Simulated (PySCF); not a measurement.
# One shape, several levels: GaH3 (SMILES [GaH3])

We compute a comparison of 6 runs (HF/STO-3G, B2PLYP/def2-TZVPPD, B3LYP/def2-TZVPPD, M06-2X/def2-TZVPPD, wB97M-V/def2-TZVPPD, wB97X/def2-TZVPPD) of GaH3. The job is set up through a Python script.

Program for the calculation: PySCF 2.14.0.

3 further runs of the same task are left out: 3 set aside as unsound or not needed.

## 1. The molecule

GaH3 has 4 atoms, charge 0, and is taken as a singlet. SMILES: `[GaH3]`. Geometry: relaxed at PBE0-D4/def2-TZVP.

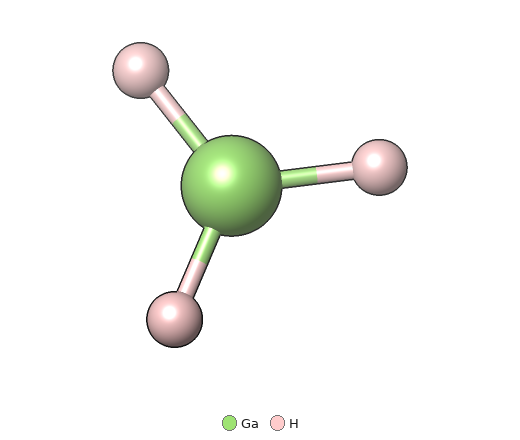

Viewed from a chosen angle; gallium green, hydrogen pink.

## 2. The energy at HF/STO-3G (run 1)

File run.py:

```python
from pyscf import gto, scf

mol = gto.M(
    atom='''
Ga     0.013400    -0.014900    -0.004600
H      1.252400     0.343800     0.887700
H     -0.552100    -1.477800    -0.009700
H     -0.658400     1.088700    -0.893700
''',
    charge=0,
    max_memory=1860,
    basis='sto-3g',
    verbose=4,
)

myscf = scf.RHF(mol)
myscf.conv_tol = 1e-10
myscf.kernel()
if not myscf.converged:
    myscf = myscf.newton().run(myscf.mo_coeff, myscf.mo_occ)

energy = myscf.e_tot
print(f'total energy: {energy:.8f} hartree')
```

Command:

```sh
$ OMP_NUM_THREADS=1 python run.py
```

What it wrote:

```text
PySCF version 2.14.0

[... 64 lines left out ...]
converged SCF energy = -1902.57316422175
total energy: -1902.57316422 hartree
```

It took 0.77 s on 1 thread of Intel Xeon at 2.70GHz, shared host; peak memory 0.099 GiB.

## 3. A single-point energy at B2PLYP/def2-TZVPPD (run 2)

File calc.py:

```python
# [GaH3]
from pyscf import gto, dft, mp

mol = gto.M(
    atom='Ga 0.013400 -0.014900 -0.004600; H 1.252400 0.343800 0.887700; H -0.552100 -1.477800 -0.009700; H -0.658400 1.088700 -0.893700',
    basis='def2-tzvppd',
    spin=0,
    max_memory=1860,
    verbose=3,
)

ks = dft.RKS(mol)
ks.xc = '0.53*HF + 0.47*B88, 0.73*LYP'
ks.conv_tol = 1e-10
ks.grids.level = 5
ks.kernel()
if not ks.converged:
    ks = ks.newton().run(ks.mo_coeff, ks.mo_occ)

pt = mp.MP2(ks, frozen=9).run()
energy = ks.e_tot + 0.27 * pt.e_corr
print('PT2 part  %.8f' % (0.27 * pt.e_corr))
print('E = %.10f Eh' % energy)
```

Command:

```sh
$ OMP_NUM_THREADS=1 python calc.py
```

What it wrote:

```text
converged SCF energy = -1926.16870231131
E(RMP2) = -1926.47212836858  E_corr = -0.303426057263118
E(SCS-RMP2) = -1926.46457715014  E_corr = -0.295874838828427
PT2 part  -0.08192504
E = -1926.2506273468 Eh
```

Run time: 11 s. Hardware: 1 thread of Intel Xeon at 2.70GHz, shared host; peak memory 0.52 GiB.

Runs 3 to 5 aren't shown in full; the table further down has their settings and results.

## 4. A single-point energy at wB97X/def2-TZVPPD (run 6)

File geometry.xyz:

```xyz
4

Ga     0.013400    -0.014900    -0.004600
H      1.252400     0.343800     0.887700
H     -0.552100    -1.477800    -0.009700
H     -0.658400     1.088700    -0.893700
```

File input.py:

```python
from pyscf import gto, dft

mol = gto.Mole()
mol.atom = 'geometry.xyz'
mol.charge = 0
mol.max_memory = 1860
mol.basis = 'def2-tzvppd'
mol.verbose = 3
mol.spin = 0
mol.build()

mf = dft.RKS(mol, xc='wb97x')
mf.conv_tol = 1e-10
mf.grids.level = 5
mf.kernel()
if not mf.converged:
    mf = mf.newton().run(mf.mo_coeff, mf.mo_occ)

e_final = mf.e_tot
print('E(%s) = %.9f' % ('WB97X', e_final))
```

Command:

```sh
$ OMP_NUM_THREADS=1 python input.py
```

What it wrote:

```text
converged SCF energy = -1926.66786887579
E(WB97X) = -1926.667868876
```

Wall time 21 s (1 thread of Intel Xeon at 2.70GHz, shared host); peak memory 0.52 GiB.

## 5. Overview of the runs

```
run                level  frozen core orbitals  integration grid   energy (Eh)  dipole moment (D)  HOMO energy (eV)  LUMO energy (eV)  wall time
  1            HF/STO-3G                     –                 –  -1902.573164               0.01             -6.90              4.58     0.77 s
  2   B2PLYP/def2-TZVPPD                     9                 5  -1926.250627               0.00             -9.73             -0.82       11 s
  3    B3LYP/def2-TZVPPD                     –                 5  -1926.678891               0.00             -8.41             -2.13       10 s
  4   M06-2X/def2-TZVPPD                     –                 5  -1926.603512               0.00             -9.71             -1.26       17 s
  5  wB97M-V/def2-TZVPPD                     –                 5  -1926.502065               0.00            -10.82             -0.11       38 s
  6    wB97X/def2-TZVPPD                     –                 5  -1926.667869               0.00            -11.03              0.09       21 s
```

## 6. Outcome

| quantity | value |
| --- | --- |
| run 6: total energy | -1926.66787 Eh |
| run 6: dipole moment | 0.00 D |
| run 6: HOMO energy | -11.03 eV |
| run 6: LUMO energy | 0.09 eV |
| run 6: HOMO–LUMO gap | 11.12 eV |

The HOMO–LUMO gap runs from 6.28 eV (B3LYP/def2-TZVPPD) to 11.48 eV (HF/STO-3G). The two ends differ in method and basis. Totals of different functionals can't be ranked against each other. In run 1 the basis is minimal, so the values are rough. All runs together took 98 s, the longest 38 s.
